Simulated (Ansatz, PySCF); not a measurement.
Dissociation curve of H2, singlet.

Levels of theory: UKS-BP86/6-31G* = unrestricted BP86/6-31G*, spherical d (PySCF); RKS-PBE = restricted PBE/aug-cc-pVQZ in Ansatz (a first-principles code); UKS-PBE0 = unrestricted PBE0/aug-cc-pVQZ in Ansatz.

Energies are in kcal/mol, each relative to the lowest point of its own curve near equilibrium.

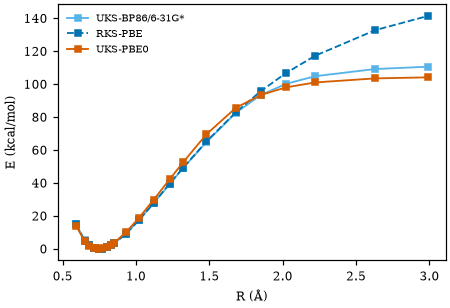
Fig. 1. Energy against bond length for each method.

```json
[
 {"R / Å": "0.59", "UKS-BP86/6-31G*": "15.2", "RKS-PBE": "14.8", "UKS-PBE0": "14.2"},
 {"R / Å": "0.65", "UKS-BP86/6-31G*": "5.1", "RKS-PBE": "5.0", "UKS-PBE0": "4.6"},
 {"R / Å": "0.68", "UKS-BP86/6-31G*": "2.4", "RKS-PBE": "2.3", "UKS-PBE0": "2.0"},
 {"R / Å": "0.71", "UKS-BP86/6-31G*": "0.7", "RKS-PBE": "0.7", "UKS-PBE0": "0.5"},
 {"R / Å": "0.72", "UKS-BP86/6-31G*": "0.4", "RKS-PBE": "0.4", "UKS-PBE0": "0.3"},
 {"R / Å": "0.75", "UKS-BP86/6-31G*": "0.0", "RKS-PBE": "0.0", "UKS-PBE0": "0.0"},
 {"R / Å": "0.77", "UKS-BP86/6-31G*": "0.1", "RKS-PBE": "0.1", "UKS-PBE0": "0.2"},
 {"R / Å": "0.80", "UKS-BP86/6-31G*": "0.9", "RKS-PBE": "0.9", "UKS-PBE0": "1.1"},
 {"R / Å": "0.83", "UKS-BP86/6-31G*": "2.1", "RKS-PBE": "2.1", "UKS-PBE0": "2.5"},
 {"R / Å": "0.85", "UKS-BP86/6-31G*": "3.2", "RKS-PBE": "3.2", "UKS-PBE0": "3.7"},
 {"R / Å": "0.93", "UKS-BP86/6-31G*": "9.0", "RKS-PBE": "9.0", "UKS-PBE0": "9.9"},
 {"R / Å": "1.02", "UKS-BP86/6-31G*": "17.4", "RKS-PBE": "17.4", "UKS-PBE0": "18.8"},
 {"R / Å": "1.12", "UKS-BP86/6-31G*": "27.7", "RKS-PBE": "27.8", "UKS-PBE0": "29.8"},
 {"R / Å": "1.23", "UKS-BP86/6-31G*": "39.5", "RKS-PBE": "39.7", "UKS-PBE0": "42.3"},
 {"R / Å": "1.32", "UKS-BP86/6-31G*": "48.9", "RKS-PBE": "49.2", "UKS-PBE0": "52.5"},
 {"R / Å": "1.48", "UKS-BP86/6-31G*": "64.9", "RKS-PBE": "65.2", "UKS-PBE0": "69.6"},
 {"R / Å": "1.68", "UKS-BP86/6-31G*": "82.5", "RKS-PBE": "82.9", "UKS-PBE0": "85.6"},
 {"R / Å": "1.85", "UKS-BP86/6-31G*": "93.4", "RKS-PBE": "95.7", "UKS-PBE0": "93.4"},
 {"R / Å": "2.02", "UKS-BP86/6-31G*": "100.1", "RKS-PBE": "106.6", "UKS-PBE0": "98.0"},
 {"R / Å": "2.22", "UKS-BP86/6-31G*": "104.8", "RKS-PBE": "117.2", "UKS-PBE0": "101.0"},
 {"R / Å": "2.63", "UKS-BP86/6-31G*": "109.2", "RKS-PBE": "132.8", "UKS-PBE0": "103.5"},
 {"R / Å": "2.99", "UKS-BP86/6-31G*": "110.6", "RKS-PBE": "141.4", "UKS-PBE0": "104.1"}
]
```

At the longest distance, 2.99 Å, RKS-PBE lies highest above its minimum (141.4 kcal/mol) and UKS-PBE0 lowest (104.1 kcal/mol).

The unrestricted determinant behind UKS-BP86/6-31G*, UKS-PBE0 is spin-contaminated at 1.68 to 2.99 Å (<S²> up to 1.0, against 0.00 for a pure singlet). The restricted form behind RKS-PBE keeps the bonding electrons paired and can't separate into open-shell fragments.
